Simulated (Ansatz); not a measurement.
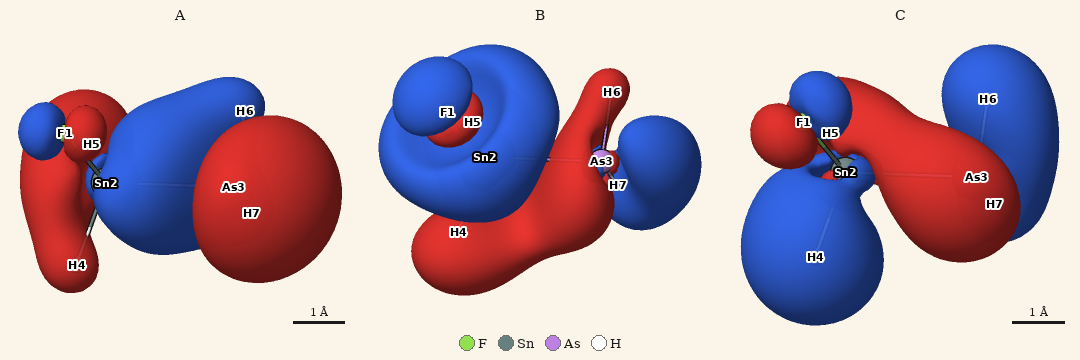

Figure. AsFH$_{4}$Sn (SMILES [F][SnH2][AsH2]). Three frontier orbitals at ±0.06 Å⁻³ᐟ² (blue and red are the two phases), in no order.

Not at a stationary point (largest force 1.8 eV/Å).

Computed with Ansatz 0.2.0, SCF PBE0, Gaussian basis.

```tsv
atom	x (Å)	y (Å)	z (Å)
F	-2.4135	0.0453	0.4345
Sn	-0.7725	-0.1029	-0.5118
As	1.0833	-0.5906	1.1932
H	-0.8019	-1.4111	-1.6575
H	-0.4005	1.3766	-1.3825
H	1.1082	0.9003	1.7203
H	2.2581	-0.2857	0.1580
```

Order the three orbitals by energy and name them.

Answer. C is the HOMO−1 (−8.92 eV). Its weight (Hirshfeld) is mainly on As3 (about 30 %), Sn2 (about 25 %), H4 (about 25 %), H6 (about 10 %), H5 (about 5 %) and F1 (about 5 %). A is the HOMO (−7.62 eV). By Hirshfeld shares it lies mainly on As3 (about 60 %), Sn2 (about 20 %) and H5 (about 10 %). B is the LUMO (−1.14 eV). It lies mainly on Sn2 (about 45 %), As3 (about 20 %), F1 (about 15 %), H5 (about 10 %) and H4 (about 5 %).

What is the HOMO–LUMO gap?

Answer. 6.48 eV between the orbital energies.
